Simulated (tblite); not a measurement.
**Geometry relaxation of C$_{3}$H$_{8}$ClOSi (part 4 of 4)**

C$_{3}$H$_{8}$ClOSi, multiplicity 2, SMILES CCO[SiH]CCl; GFN2-xTB geometry optimisation, gas phase (tblite 0.8.0). It belongs to a series of runs on one base structure; here: H removed from Si.

Geometry of the input (Å):
```
C  2.4610  -0.8253  0.1578
C  1.2614  0.0680  0.3950
O  0.0488  -0.5526  0.1812
Si -1.2600  0.5197  0.4675
C  -2.6292  0.4278  -0.7581
Cl -3.6093  1.8922  -0.8902
H  2.2488  -1.8990  0.3669
H  2.8750  -0.7483  -0.8666
H  3.2290  -0.5349  0.9230
H  1.2648  0.3918  1.4644
H  1.3234  0.9726  -0.2260
H  -1.7218  0.4894  1.8650
H  -3.2614  -0.4415  -0.4739
H  -2.2312  0.2395  -1.7883
```

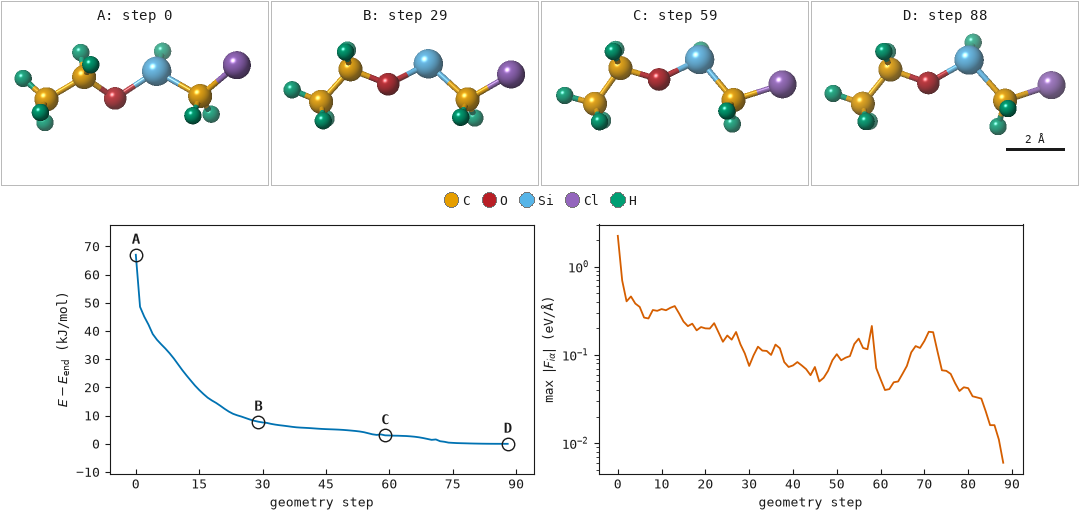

**Figure 1.** Frames of the relaxation (ball-and-stick view, seen at a tilt) above the curves, on which the letters mark them (steps are counted from 0).

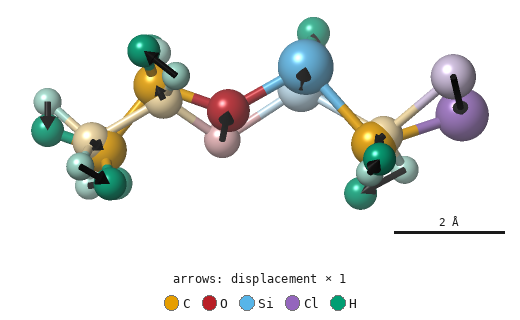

**Figure 2.** Start (faint) and end (solid) with the displacements as black arrows, at true length (ball-and-stick view, seen at a tilt). The two geometries are laid on each other by the best rigid fit. The energy falls by 67.0 kJ/mol in 88 geometry steps. The largest force component goes from 2.2 to 0.006 eV/Å. The atom that moves furthest after the best rigid fit is Cl6 (1.28 Å). By element the largest moves are Cl 1.28 Å, H 0.97 Å, O 0.75 Å, Si 0.55 Å, C 0.30 Å. Among the contacts that change: O3–Si4 1.716 → 1.627 Å, Si4–C5 1.840 → 1.905 Å, C1–H9 1.122 → 1.086 Å, C1–H7 1.114 → 1.087 Å. Among the angles that change: C2–O3–Si4 111.3° → 130.3°, O3–Si4–C5 115.2° → 101.0°, Si4–C5–Cl6 114.9° → 108.5°. (Atoms are counted from 1 in the order of the input.)

## Key numbers

| quantity | value |
| --- | --- |
| outcome | converged |
| total energy | −566.6631 eV |
| hardware | 1 CPU thread, shared host |
| peak memory | 0.18 GiB |
